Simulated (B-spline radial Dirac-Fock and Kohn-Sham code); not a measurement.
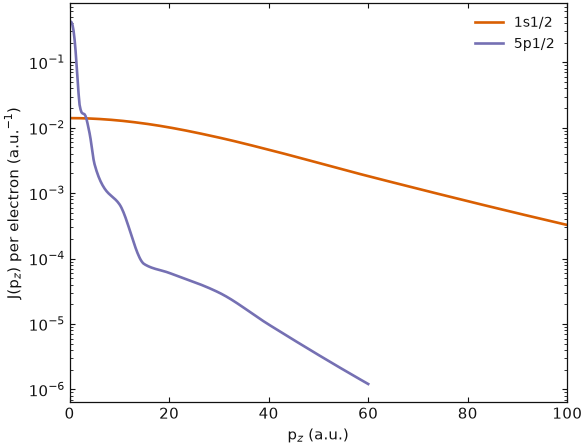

Compton profiles of the subshells 1s1/2 and 5p1/2, per electron. System: neutral lanthanum in the configuration [Xe] 5d1 6s2. The calculation used the impulse approximation on Dirac–Fock orbitals (average of configuration) (a B-spline radial code). Open shells are averaged over j.

> Which of them has the largest mean momentum?

1s1/2, ⟨p⟩ = 53.9 a.u.

> Which of the subshells shown has the highest J(0), and what does that say?

5p1/2, J(0) = 0.422 a.u.⁻¹. J(0) is half the mean of 1/p, so of those shown it has the most weight at low momentum.
